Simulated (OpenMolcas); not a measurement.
Run report: Mo²⁺, multiconfigurational calculation (part 2 of 2)

Continued. System: Mo²⁺. Method: state-averaged CASSCF, active space 4 electrons in the shells 4d 5s, basis ANO-RCC-MB, DKH2 scalar Hamiltonian, spin-orbit coupling by RASSI with atomic mean-field integrals (OpenMolcas).

### Log (extracts), continued
```
     1            -0.0046818029        0.0000000000              0.0000         0.0
     2            -0.0038454919        0.0227571808            183.5490         0.7
     3            -0.0038454919        0.0227571808            183.5490         0.9
     4            -0.0038454919        0.0227571808            183.5490         0.7
     5            -0.0023061479        0.0646448658            521.3960         1.3
     6            -0.0023061479        0.0646448658            521.3960         1.7
     7            -0.0023061479        0.0646448658            521.3960         1.3
     8            -0.0023061479        0.0646448658            521.3960         1.8
     9            -0.0023061479        0.0646448658            521.3960         1.8
    10            -0.0002225615        0.1213421410            978.6904         1.8
    11            -0.0002225615        0.1213421410            978.6904         1.9
    12            -0.0002225615        0.1213421410            978.6904         2.7
    13            -0.0002225615        0.1213421410            978.6904         2.5
    14            -0.0002225615        0.1213421410            978.6904         2.7
    15            -0.0002225615        0.1213421410            978.6904         2.4
    16            -0.0002225615        0.1213421410            978.6904         2.4
    17             0.0022765207        0.1893456304           1527.1755         3.6
    18             0.0022765207        0.1893456304           1527.1755         3.2
    19             0.0022765207        0.1893456304           1527.1755         1.6
    20             0.0022765207        0.1893456304           1527.1755         3.3
    21             0.0022765207        0.1893456304           1527.1755         3.5
    22             0.0022765207        0.1893456304           1527.1755         3.7
    23             0.0022765207        0.1893456304           1527.1755         3.6
    24             0.0022765207        0.1893456304           1527.1755         3.7
    25             0.0022765207        0.1893456304           1527.1755         1.7
    26             0.0562179660        1.6571671347          13365.9543         0.0
    27             0.0580137025        1.7060316140          13760.0729         3.0
    28             0.0580137025        1.7060316140          13760.0729         3.5
    29             0.0580137025        1.7060316140          13760.0729         3.7
    30             0.0580137025        1.7060316140          13760.0729         3.6
    31             0.0580137025        1.7060316140          13760.0729         2.9
    32             0.0580137025        1.7060316140          13760.0729         3.1
    33             0.0580137025        1.7060316140          13760.0729         2.5
    34             0.0580137025        1.7060316140          13760.0729         3.6
    35             0.0580137025        1.7060316140          13760.0729         2.5
    36             0.0598947649        1.7572179286          14172.9184         4.2
    37             0.0598947649        1.7572179286          14172.9184         4.0
    38             0.0598947649        1.7572179286          14172.9184         3.5
    39             0.0598947649        1.7572179286          14172.9184         4.0
    40             0.0598947649        1.7572179286          14172.9184         4.0
    41             0.0598947649        1.7572179286          14172.9184         4.2
Weights of the five most important spin-orbit-free states for each spin-orbit state.

 SO State  Total energy (au)           Spin-free states, spin, and weights
 -------------------------------------------------------------------------------------------------------
    1        -0.004682       3 2.0  0.1980    2 2.0  0.1980    5 2.0  0.1980    4 2.0  0.1980    1 2.0  0.1980
    2        -0.003845       4 2.0  0.2898    5 2.0  0.2086    1 2.0  0.1813    3 2.0  0.1781    2 2.0  0.1352
    3        -0.003845       2 2.0  0.2792    3 2.0  0.2642    5 2.0  0.1884    4 2.0  0.1543    1 2.0  0.1070
    4        -0.003845       1 2.0  0.3076    5 2.0  0.1988    2 2.0  0.1814    3 2.0  0.1535    4 2.0  0.1517
    5        -0.002306       5 2.0  0.2392    3 2.0  0.2248    4 2.0  0.2174    1 2.0  0.1959    2 2.0  0.1191
    6        -0.002306       3 2.0  0.2164    2 2.0  0.2140    5 2.0  0.2052    1 2.0  0.1990    4 2.0  0.1618
    7        -0.002306       4 2.0  0.2500    1 2.0  0.2186    5 2.0  0.2145    2 2.0  0.1788    3 2.0  0.1345
    8        -0.002306       5 2.0  0.2349    2 2.0  0.2238    3 2.0  0.2204    1 2.0  0.2202    4 2.0  0.0970
    9        -0.002306       4 2.0  0.2703    2 2.0  0.2607    3 2.0  0.2002    1 2.0  0.1626    5 2.0  0.1025
   10        -0.000223       5 2.0  0.3922    3 2.0  0.2372    2 2.0  0.1435    1 2.0  0.1139    4 2.0  0.1103
   11        -0.000223       5 2.0  0.3171    2 2.0  0.2493    3 2.0  0.2358    1 2.0  0.1068    4 2.0  0.0881
   12        -0.000223       1 2.0  0.2634    5 2.0  0.2400    2 2.0  0.2246    4 2.0  0.1606    3 2.0  0.1084
```

### Spin-orbit levels, grouped by J and assigned (the lowest 40)

| Configuration | Level | E (cm⁻¹) | LS purity (%) | Landé g |
| --- | --- | --- | --- | --- |
| 4d⁴ | ⁵D₀ | 0 | 99 | – |
| 4d⁴ | ⁵D₁ | 184 | 99 | 1.501 |
| 4d⁴ | ⁵D₂ | 521 | 100 | 1.501 |
| 4d⁴ | ⁵D₃ | 979 | 100 | 1.500 |
| 4d⁴ | ⁵D₄ | 1,527 | 99 | 1.500 |
| 4d⁴ | ³P₀ | 13,370 | 97 | – |
| 4d⁴ | ³H₄ | 13,760 | 94 | 0.816 |
| 4d⁴ | ³H₅ | 14,170 | 97 | 1.039 |
| 4d⁴ | ³P₁ | 14,380 | 99 | 1.497 |
| 4d⁴ | ³H₆ | 14,580 | 99 | 1.165 |
| 4d⁴ | ³F₂ | 15,630 | 99 | 0.671 |
| 4d⁴ | ³F₃ | 15,640 | 84 | 1.032 |
| 4d⁴ | ³F₄ | 15,840 | 85 | 1.214 |
| 4d⁴ | ³P₂ | 15,990 | 98 | 1.496 |
| 4d⁴ | ³G₃ | 17,490 | 84 | 0.803 |
| 4d⁴ | ³G₄ | 17,860 | 85 | 1.067 |
| 4d⁴ | ³G₅ | 18,160 | 97 | 1.195 |
| 4d⁴ | ¹I₆ | 21,210 | 99 | 1.002 |
| 4d⁴ | ³D₃ | 22,200 | 99 | 1.332 |
| 4d⁴ | ³D₂ | 22,290 | 95 | 1.162 |
| 4d⁴ | ¹G₄ | 22,510 | 95 | 1.005 |
| 4d⁴ | ³D₁ | 22,530 | 99 | 0.504 |
| 4d⁴ | ¹S₀ | 25,900 | 98 | – |
| 4d⁴ | ¹D₂ | 26,190 | 94 | 1.007 |
| 4d⁴ | ¹F₃ | 30,590 | 98 | 1.003 |
| 4d⁴ | ³P₂ | 36,010 | 99 | 1.498 |
| 4d⁴ | ³F₄ | 36,550 | 99 | 1.248 |
| 4d⁴ | ³F₂ | 36,670 | 99 | 0.668 |
| 4d⁴ | ³F₃ | 36,750 | 98 | 1.082 |
| 4d⁴ | ³P₁ | 37,100 | 100 | 1.501 |
| 4d⁴ | ³P₀ | 37,660 | 99 | – |
| 4d⁴ | ¹G₄ | 40,980 | 99 | 1.003 |
| 4d⁴ | ¹D₂ | 55,100 | 100 | 1.000 |
| 4d³ 5s | ⁵F₁ | 57,190 | 100 | 0.000 |
| 4d³ 5s | ⁵F₂ | 57,500 | 100 | 1.000 |
| 4d³ 5s | ⁵F₃ | 57,960 | 100 | 1.250 |
| 4d³ 5s | ⁵F₄ | 58,560 | 100 | 1.350 |
| 4d³ 5s | ⁵F₅ | 59,260 | 99 | 1.400 |
| 4d³ 5s | ³F₂ | 67,850 | 99 | 0.672 |
| 4d³ 5s | ⁵P₁ | 68,160 | 98 | 2.488 |

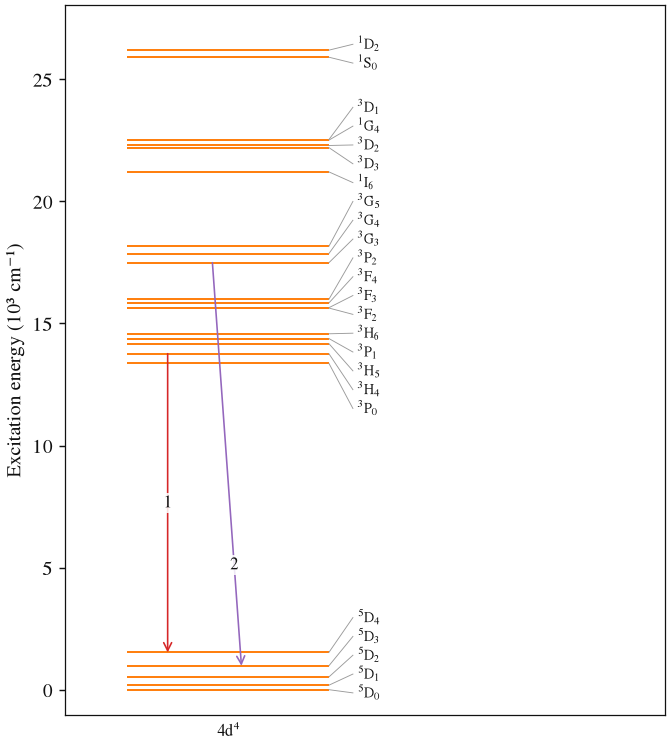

Fig. 1: Levels of Mo²⁺ with 2 numbered transitions. Rates are at computed energies.

| No. | Upper | Lower | Type | λ (vacuum) | A (s⁻¹) |
| --- | --- | --- | --- | --- | --- |
| 1 | 4d⁴ ³H₄ | 4d⁴ ⁵D₄ | M1 | 817 nm | 8.7×10⁻³ |
| 2 | 4d⁴ ³G₃ | 4d⁴ ⁵D₃ | M1 | 606 nm | 0.048 |

Line 2 has the largest rate; it falls in the visible region.

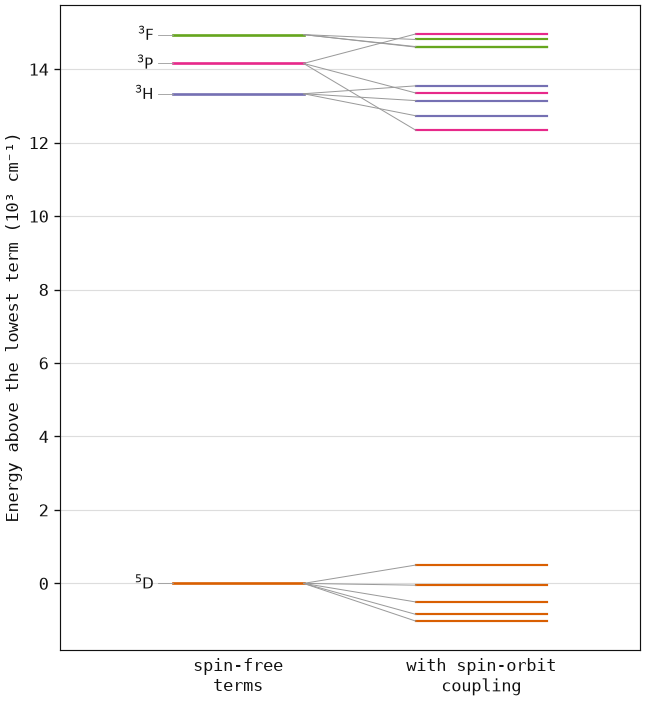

Fig. 2: Terms of Mo III (Mo²⁺) without and with spin-orbit coupling; the J values are left off. ⁵D (at 0) splits over 1,530 cm⁻¹ into J = 0, 1, 2, 3, 4 from the bottom up (normal); ³H (at 13,300 cm⁻¹) splits over 815 cm⁻¹ into J = 4, 5, 6 from the bottom up (normal); ³P (at 14,200 cm⁻¹) splits over 2,620 cm⁻¹ into J = 0, 1, 2 from the bottom up (normal); ³F (at 14,900 cm⁻¹) splits over 208 cm⁻¹ into J = 2, 3, 4 from the bottom up (normal). The ground level lies 1,030 cm⁻¹ below the lowest term.

Outcome of the run: converged.
